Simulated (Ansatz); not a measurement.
The figure comes from a scan of SiC (wurtzite): the cell is scaled evenly about its relaxed volume V₀. The numbers are results of PBE (plane waves to 420 eV, PAW, scalar-relativistic; Ansatz, a quantum-chemistry and plane-wave program), not measurements. k mesh 12×12×7 (Γ-centred), Fermi-Dirac smearing 0.05 eV. Stress and pressure are positive under compression. SiC was relaxed with its symmetry unable to fall. The PAW data are Ansatz's earlier set. 

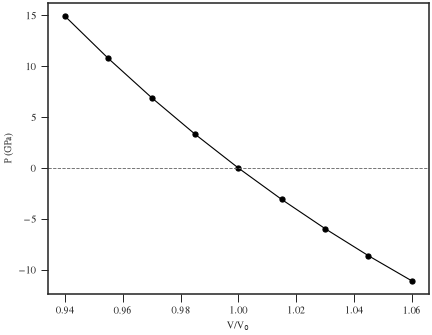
Figure. P (GPa) against V/V₀; computed points joined by lines.

Q: Read the plotted values off the figure, to the accuracy that the plot allows.

A: To the nearest 0.5:

| V/V₀ | P (GPa) |
|---|---|
| 0.940 | 15.0 |
| 0.955 | 11.0 |
| 0.970 | 7.0 |
| 0.985 | 3.5 |
| 1.000 | 0.0 |
| 1.015 | -3.0 |
| 1.030 | -6.0 |
| 1.045 | -8.5 |
| 1.060 | -11.0 |

(Under strain, the slope of the energy per volume gives the stress and its curvature an elastic modulus.)
